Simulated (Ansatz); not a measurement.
Consider C5H4ClFO (SMILES O=C1C[C@H](Cl)C=C1F).

The calculation's input:

```
crystal:
  periodic: [false, false, false]
  atoms:
    - {symbol: C, position_ang: [-0.579293, -1.739092, -0.045990]}
    - {symbol: C, position_ang: [-0.991150, -0.298451, 0.207891]}
    - {symbol: C, position_ang: [0.305626, 0.445541, 0.539987]}
    - {symbol: C, position_ang: [1.403020, -0.549547, 0.338677]}
    - {symbol: C, position_ang: [0.904423, -1.752117, 0.025736]}
    - {symbol: Cl, position_ang: [0.568830, 1.889987, -0.508241]}
    - {symbol: F, position_ang: [1.575566, -2.856465, -0.196923]}
    - {symbol: O, position_ang: [-1.293257, -2.681439, -0.259998]}
    - {symbol: H, position_ang: [-1.457399, 0.104011, -0.703399]}
    - {symbol: H, position_ang: [-1.742461, -0.248067, 1.009170]}
    - {symbol: H, position_ang: [0.309425, 0.841042, 1.565978]}
    - {symbol: H, position_ang: [2.458519, -0.299439, 0.451850]}
basis:
  gaussian: {orbitals: def2-SVPD}
total_charge: 0
hamiltonian: {xc: pbe0}
output: {forces: true, orbitals: {seedname: orbitals}}
```

Launched as:

```sh
ansatz run input.yaml --threads 4 --pin off --max-ram 7830MiB --events-out events.jsonl --progress --plain --runs-dir runs
```

Geometry: PBE0-D3(BJ)/def2-SVP.

These are results of isolated molecule in a Gaussian basis; Kohn-Sham density functional theory, functional PBE0 (Ansatz), not measurements.

Question: Predict the electron density and electron localisation function between the atoms.

Answer: C–O (1.20 Å): the density is about 3.4 e/Å³ at the midpoint; the ELF peaks at about 0.85 between the atoms; a multiple bond.
C–F (1.31 Å): ρ is about 2.5 e/Å³ halfway; the ELF peaks at about 0.85 between the atoms: a shared but strongly polarised pair.
C–C (1.34 Å): the density is about 2.3 e/Å³ at the midpoint; the ELF peaks at about 0.95 between the atoms; a multiple bond.
C–H (1.09 Å): ρ is about 2 e/Å³ halfway; the ELF climbs to about 1 towards the hydrogen, as it does in any bond to H; an ordinary covalent bond to hydrogen.

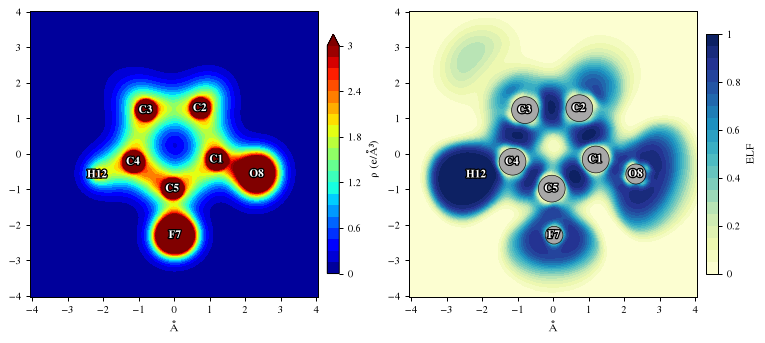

Computed electron density and electron localisation function on the plane of atoms C3, C4 and H12, in this order. Grey discs cover the atomic cores in the ELF map. 
